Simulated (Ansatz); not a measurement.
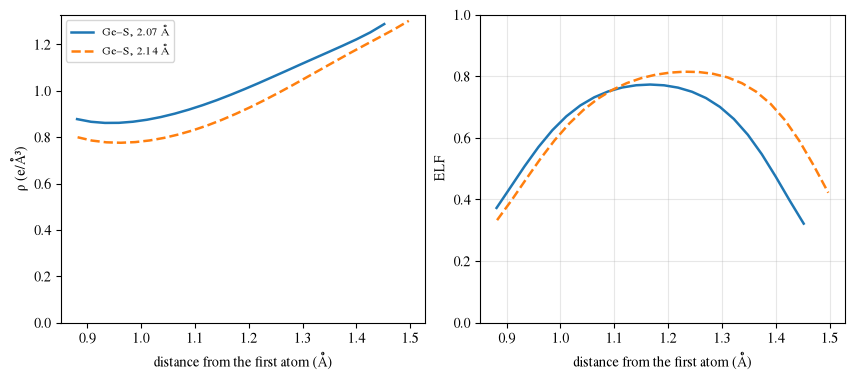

The picture shows: GeS3 (charge −1, doublet). Total electron density and ELF along straight lines between neighbouring atoms. The curves leave out the atomic cores.

Geometry: PBE0-D4/def2-SVPD.

Method: Ansatz, UKS PBE0-D4/def2-TZVPD.

What can be read from the curves?

Ge–S (2.07 Å): the density is about 0.89 e/Å³ at the midpoint; the ELF peaks at about 0.75 in the valence shell of S, 0.9 Å from its nucleus, and is about 0.70 at the midpoint.
Ge–S (2.14 Å): ρ at the midpoint is about 0.81 e/Å³; the ELF peaks at about 0.80 in the valence shell of S, 0.9 Å from its nucleus, and is about 0.75 at the midpoint.
